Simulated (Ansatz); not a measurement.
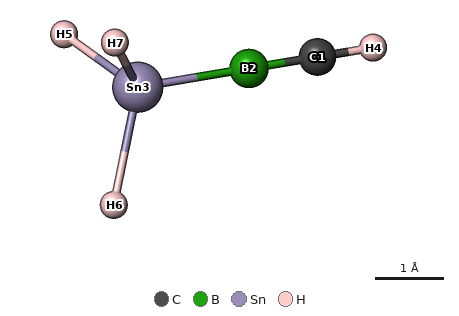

CH$_{4}$BSn (charge −1), before the relaxation. Style: ball-and-stick. Shown at a tilt.

It is one of the separated reactants of a reaction.

Computed with RKS PBE-D4/def2-SVPD in Ansatz.

Input file:
```yaml
crystal:
  periodic: [false, false, false]
  atoms:
    - {symbol: C, position_ang: [-1.407146, -1.245895, -0.295608]}
    - {symbol: B, position_ang: [-0.615871, -0.545486, -0.129203]}
    - {symbol: Sn, position_ang: [0.669782, 0.592959, 0.140743]}
    - {symbol: H, position_ang: [-2.049413, -1.814390, -0.430580]}
    - {symbol: H, position_ang: [0.727158, 1.800974, -1.183039]}
    - {symbol: H, position_ang: [0.424511, 1.461489, 1.690002]}
    - {symbol: H, position_ang: [2.250979, -0.249652, 0.207684]}
basis:
  gaussian: {orbitals: def2-SVPD}
total_charge: -1
hamiltonian: {xc: pbe, dispersion: d4}
relax: {f_tol: 0.03, max_steps: 250}
```

Run as
```bash
ansatz run in.yaml --threads 2 --pin off --events-out ev --progress --plain --max-ram 4352MiB
```

Predict the outcome.

Answer. Over 6 geometry steps the energy falls by 170.3 kcal/mol. Largest force component: 16 eV/Å at the start, 0.02 eV/Å at the end. The largest move after the best rigid fit is that of H4, 0.69 Å. By element the largest moves are H 0.69 Å, C 0.48 Å, Sn 0.22 Å, B 0.20 Å. Near-neighbour distances that change, for instance: B2–Sn3 1.738 → 2.158 Å, C1–B2 1.070 → 1.341 Å, C1–H4 0.868 → 1.087 Å, Sn3–H5 1.793 → 1.760 Å. Bond angles that change, for instance: H5–Sn3–H6 108.4° → 101.1°, B2–Sn3–H5 110.5° → 116.9°. The run took 11 s on 2 threads of Arm Neoverse V2, with other jobs on the host.

History of the run:

| step | E − E(0), kcal/mol | largest force component, eV/Å |
| --- | --- | --- |
| 0 | 0.00 | 15.9062 |
| 1 | -118.13 | 4.8757 |
| 2 | -154.36 | 1.8807 |
| 3 | -167.70 | 1.1957 |
| 4 | -170.16 | 0.5635 |
| 5 | -170.33 | 0.1727 |
| 6 | -170.34 | 0.0203 |

Final geometry:

```xyz
7

C    -1.7585   -1.5570   -0.3694
B    -0.7669   -0.6789   -0.1610
Sn    0.8296    0.7345    0.1743
H    -2.5623   -2.2688   -0.5382
H     1.0392    2.0011   -1.0296
H     0.7564    1.6839    1.6544
H     2.4626    0.0852    0.2696
```

The end point in the same view:

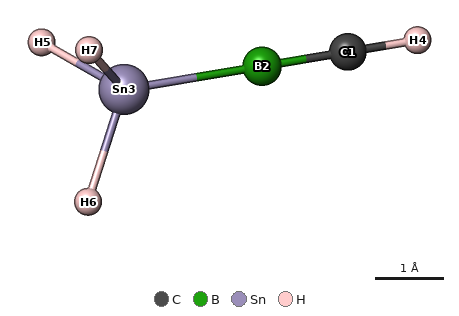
